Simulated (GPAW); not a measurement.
# 2H-TaSeTe monolayer: work function by functional and basis, part 2 of 2

How far do functional and basis move the work function of 2H-TaSeTe monolayer?

GPAW 26.7.0; GPAW, PAW setups; layer in a repeated cell with vacuum, relaxation of atoms and in-plane cell (the session's first sound run).

So far, upper work function (eV): step 3 (plane waves, PBE) 5.16; step 5 (revPBE) 5.06; step 6 (LDA) 5.43; step 7 (GPAW, PAW setups) 5.36; step 8 (RPBE) 5.06.

**9. Real-space grid: mode = "fd"**

Level of this step: GPAW, PAW setups; slab in vacuum (GPAW).

A real-space grid is a second complete basis, so it checks the plane-wave result.

File run.py:

```python
import json
import numpy as np
from ase import Atoms
from gpaw import GPAW

slab = Atoms(
    ['Te', 'Ta', 'Se'],
    positions=[
        [-0.00000, 2.07135, 9.00000],
        [0.00000, 0.00000, 10.90486],
        [-0.00000, 2.07135, 12.49525]],
    cell=[[3.58768, -0.0, 0.0], [-1.79384, 3.10702, 0.0], [0.0, 0.0, 21.4952]],
    pbc=[True, True, False])

slab.calc = GPAW(mode='fd', h=0.18, xc='PBE', kpts={'size': (9, 9, 1), 'gamma': True},
                 occupations={'name': 'fermi-dirac', 'width': 0.05}, nbands='160%',
                 convergence={'density': 1e-05}, maxiter=200,
                 poissonsolver={'dipolelayer': 'xy'},
                 symmetry={'tolerance': 1e-3}, txt='slab.txt')
result = {}
energy = slab.get_potential_energy()
fermi = slab.calc.get_fermi_level()
v = slab.calc.get_electrostatic_potential().mean((0, 1)) - fermi
n = slab.calc.get_pseudo_density().mean((0, 1))
L = slab.cell[2, 2]
z = np.arange(len(v)) * L / len(v)
low, high = slab.positions[:, 2].min(), slab.positions[:, 2].max()
below, above = np.interp([low - 6.8, high + 6.8], z, v)
slopes = [np.interp(x, z, np.gradient(v, z)) for x in (low - 6.8, high + 6.8)]
eps = np.array([[slab.calc.get_eigenvalues(k, s) for k in range(len(slab.calc.get_ibz_k_points()))]
                for s in range(slab.calc.get_number_of_spins())]) - fermi
top, bottom = eps[eps < 0].max(), eps[eps > 0].min()
dipole = slab.get_dipole_moment()[2]
print(f'energy {energy:.4f} eV, Fermi level {fermi:.4f} eV, dipole {dipole:.5f} e A')
print(f'potential 6.8 A off the faces, from the Fermi level: lower {below:.4f} eV, upper {above:.4f} eV')
print(f'slope of the potential there: lower {slopes[0]:.5f}, upper {slopes[1]:.5f} eV/A')
print(f'nearest levels on the mesh: {top:.4f} and {bottom:.4f} eV')
print('magnetic moment', round(slab.get_magnetic_moment(), 3))
result.update(energy=energy, fermi=fermi, dipole=dipole, below=below, above=above, slopes=slopes, edges=[top, bottom],
              z=z.tolist(), v=v.tolist(), n=n.tolist(), positions=slab.positions.tolist(),
              forces=slab.get_forces(apply_constraint=False).tolist(), moments=slab.get_magnetic_moments().tolist())
json.dump(result, open('result.json', 'w'))
```

The run is started by

```bash
> OMP_NUM_THREADS=1 OPENBLAS_NUM_THREADS=1 python run.py
```

The program printed:

```text
energy -18.2127 eV, Fermi level -5.0425 eV, dipole -0.01462 e A
potential 6.8 A off the faces, from the Fermi level: lower 4.9238 eV, upper 5.1612 eV
slope of the potential there: lower -0.00000, upper 0.00000 eV/A
nearest levels on the mesh: -0.0017 and 0.0051 eV
magnetic moment 0.0
```

Wall time 42 s (1 thread of AMD EPYC 9R14 (Zen 4), shared host); peak memory 0.38 GiB.

Numbers from this step:

| Quantity | Value |
| --- | --- |
| dipole along the normal | -0.01462 e·Å |
| levels nearest the Fermi level on the mesh | -0.001733, 0.005122 eV from the Fermi level |
| upper work function | 5.161 eV |
| lower work function | 4.924 eV |

The electrostatic potential energy of an electron (without an applied field's), less the Fermi level, planar mean by z:

```tsv
z (Å)	electrostatic potential energy of an electron (without an applied field's), less the Fermi level, planar mean (eV)
0	5.04
2	4.92
4	4.92
6	4.91
8	1.09
10	-3.73
12	-7.43
14	4.67
16	5.16
18	5.16
20	5.16
```

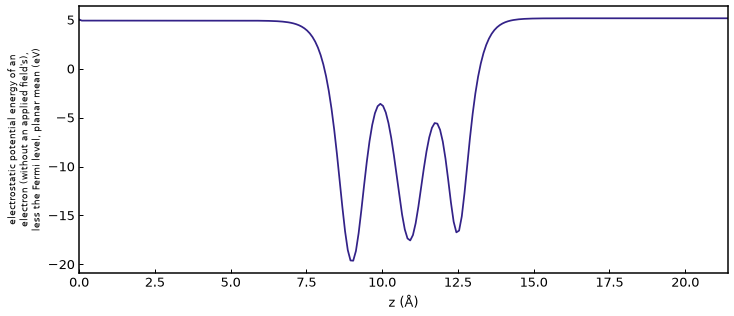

Electrostatic potential energy of an electron (without an applied field's), less the Fermi level, planar mean against z.

The upper face's work function is 5.161 eV, against 5.160 eV in the first plane-wave PBE run at this geometry.

**10. Atomic orbitals: mode = "lcao"**

Atom-centred orbitals end a few angstrom from the surface, which tests how much the density's tail matters.

run.py, as its differences from that of step 9:

```diff
@@ -14,4 +14,4 @@
 
-slab.calc = GPAW(mode='fd', h=0.18, xc='PBE', kpts={'size': (9, 9, 1), 'gamma': True},
-                 occupations={'name': 'fermi-dirac', 'width': 0.05}, nbands='160%',
+slab.calc = GPAW(mode='lcao', basis='dzp', h=0.18, xc='PBE', kpts={'size': (9, 9, 1), 'gamma': True},
+                 occupations={'name': 'fermi-dirac', 'width': 0.05}, nbands='120%',
                  convergence={'density': 1e-05}, maxiter=200,
```

The program printed:

```text
energy -17.3657 eV, Fermi level -4.9620 eV, dipole -0.02114 e A
potential 6.8 A off the faces, from the Fermi level: lower 4.7904 eV, upper 5.1337 eV
slope of the potential there: lower 0.00000, upper 0.00000 eV/A
nearest levels on the mesh: -0.0039 and 0.0101 eV
magnetic moment 0.0
```

It took 43 s on 1 thread; peak memory 0.27 GiB.

Numbers from this step:

* dipole along the normal: -0.02114 e·Å
* levels nearest the Fermi level on the mesh: -0.003876, 0.01009 eV from the Fermi level
* upper work function: 5.134 eV
* lower work function: 4.790 eV

The upper face's work function is 5.134 eV, against 5.160 eV in the first plane-wave PBE run at this geometry.

**11. All levels side by side**

Times are for 1 thread of AMD EPYC 9R14 (Zen 4), shared host. The series side by side:

```tsv
no.	run	upper work function (eV)	lower work function (eV)	time	memory (GiB)
1	pw	5.160	4.921	16 s	0.21
2	vdW DF2	5.461	5.214	25 s	0.37
3	revPBE	5.063	4.813	16 s	0.21
4	LDA	5.427	5.211	16 s	0.2
5	optPBE vdW	5.364	5.118	25 s	0.38
6	RPBE	5.062	4.806	16 s	0.21
7	fd	5.161	4.924	42 s	0.38
8	lcao	5.134	4.790	43 s	0.27
```

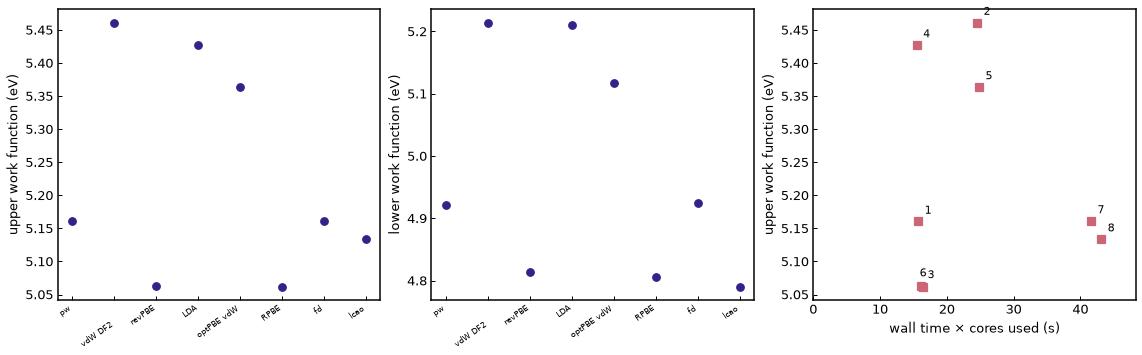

The series as plots; the last panel sets the first result against cost, with the runs numbered as in the table.

**12. Side by side**

Results and costs are gathered.

This step: comparison of work functions, dipole and cost (GPAW 26.7.0).

Ladder, by row:

```tsv
step	code	work function, upper (eV)	work function, lower (eV)	dipole (e Å)	wall time (s)	peak memory (GiB)	threads
pw	GPAW	5.16	4.921	-0.015	15.75	0.21	1
vdW-DF2	GPAW	5.461	5.214	-0.01544	24.57	0.37	1
revPBE	GPAW	5.063	4.813	-0.0156	16.18	0.21	1
LDA	GPAW	5.427	5.211	-0.01357	15.53	0.2	1
optPBE-vdW	GPAW	5.364	5.118	-0.01541	24.86	0.38	1
RPBE	GPAW	5.062	4.806	-0.01598	16.46	0.21	1
fd	GPAW	5.161	4.924	-0.01462	41.62	0.38	1
lcao	GPAW	5.134	4.79	-0.02114	43.15	0.27	1
```

**13. A changed run**

One more run, with changed settings.

This step: GPAW, PAW setups; slab in vacuum (GPAW 26.7.0).

run.py, as its differences from that of step 10:

```diff
@@ -3,3 +3,3 @@
 from ase import Atoms
-from gpaw import GPAW
+from gpaw import GPAW, PW
 
@@ -14,5 +14,5 @@
 
-slab.calc = GPAW(mode='lcao', basis='dzp', h=0.18, xc='PBE', kpts={'size': (9, 9, 1), 'gamma': True},
-                 occupations={'name': 'fermi-dirac', 'width': 0.05}, nbands='120%',
-                 convergence={'density': 1e-05}, maxiter=200,
+slab.calc = GPAW(mode=PW(400), xc='PBE', kpts={'size': (9, 9, 1), 'gamma': True},
+                 occupations={'name': 'fermi-dirac', 'width': 0.05}, nbands='80%',
+                 convergence={'density': 1e-05}, maxiter=100,
                  poissonsolver={'dipolelayer': 'xy'},
```

The program printed:

```text
ValueError: Too few bands!  Electrons: 25.0, bands: 80%
```

Wall time 0.71 s (1 thread); peak memory 0.11 GiB.

The input was rejected at the start.

The program's message: “ValueError: Too few bands! Electrons: 25.0, bands: 80%”

The change that led to it: nbands = "80 % of the filled bands".

**14. Outcome**

* work function, upper and lower face: 5.160 and 4.921 eV
* dipole along the normal: -0.0150 e Å

In words: With plane waves and PBE the work function is 5.16 eV on the upper face and 4.92 eV on the lower. The two faces differ by 0.24 eV, the step that the slab's dipole makes (e p/(ε0 A) gives 0.24 eV), so the dipole layer is needed. Over the sound runs of the table the upper face's work function spans 5.062 (RPBE) to 5.461 eV (vdW-DF2). The starting lattice was a guess from atomic radii; the relaxation moved it by -4 %. The relaxation of atoms and cell ran in a fully periodic cell without the dipole layer, so the atoms of this polar layer felt a small spurious field. The cell holds an odd number of electrons, so without spin polarisation it must come out metallic and without a moment, whatever its true state. The layer's cell and atoms come from the relaxation; spin-orbit coupling and temperature are left out.

[Logs are printed without paths, hosts, clocks, repeated set-up lines and the standing remarks that a program may print on its own settings, such as how far it seeks lower states.]

[Hosts, paths, dates, database ids (printed as entryN), source tags and the programs' standing remarks are cut or masked in the printed files.]
